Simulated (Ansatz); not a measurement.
The starting structures come from a database of crystals and need not be the phases stable at ambient conditions.

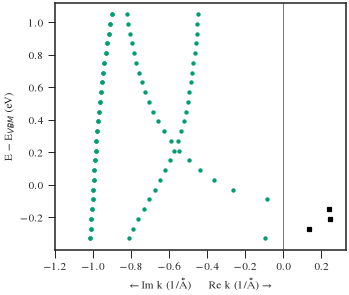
Figure: Complex bands at the centre of the two-dimensional zone; PBEsol run with Ansatz (a quantum-chemistry and plane-wave program)

The gap is the functional's own. No spin-orbit coupling. Mid-gap values are interpolated on the energy grid.

Task: This is NaCoO2 (P6_3/mmc, not sure to be the ambient phase, 8 atoms a cell, 9.3 Å³ an atom) along the normal of (001). Read off the slowest decay at the centre of the two-dimensional zone at 0.39 eV, the computed energy nearest the middle of the gap.

Result: κ ≈ 0.52 1/Å, a decay length 1/(2κ) of the density of 0.96 Å.
